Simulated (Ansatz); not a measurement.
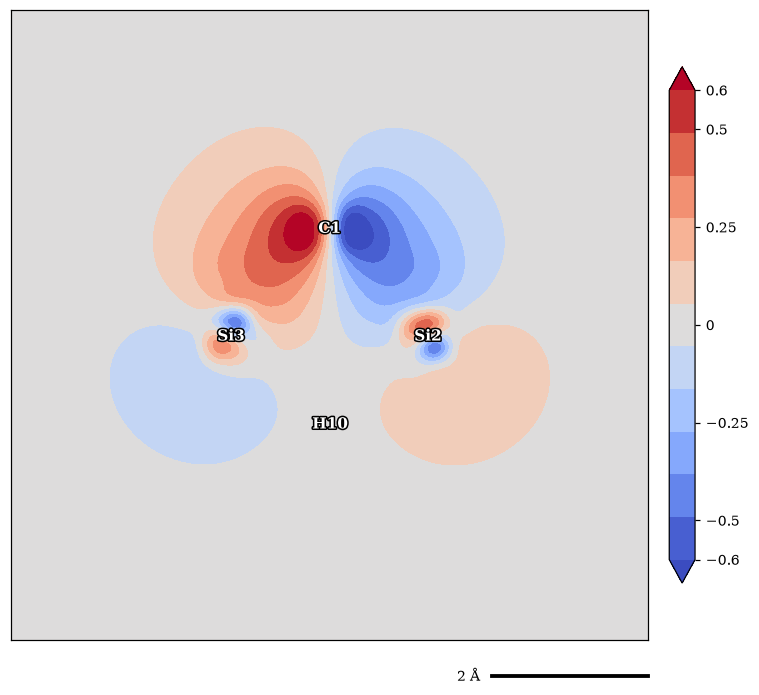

The picture shows: CH$_{7}$Si$_{2}$ (charge +1). The HOMO on the plane of atoms Si2, H10 and Si3 (values in Å⁻³ᐟ²; the overall sign is arbitrary).

Geometry: B3LYP-D3(BJ)/def2-SVP.

The calculation used Ansatz 0.2.0, isolated molecule in a Gaussian basis; Kohn-Sham density functional theory, functional PBE0.

```xyz
10

C    -0.5439    0.8953   -0.4528
Si   -0.6955   -0.5845    0.6846
Si   -0.3568   -0.3794   -1.8117
H    -1.4484    1.5165   -0.5244
H     0.3445    1.5199   -0.2809
H     0.4895   -1.0028    1.4575
H    -2.0421   -1.0085    1.1124
H     0.9991   -0.6941   -2.3003
H    -1.5328   -0.6999   -2.6427
H    -0.5108   -1.6072   -0.6539
```

Describe this orbital and give its energy.

Answer. Its weight (Hirshfeld) is mainly on C1 (about 40 %), Si2 (about 20 %) and Si3 (about 20 %). Its energy is −14.28 eV.
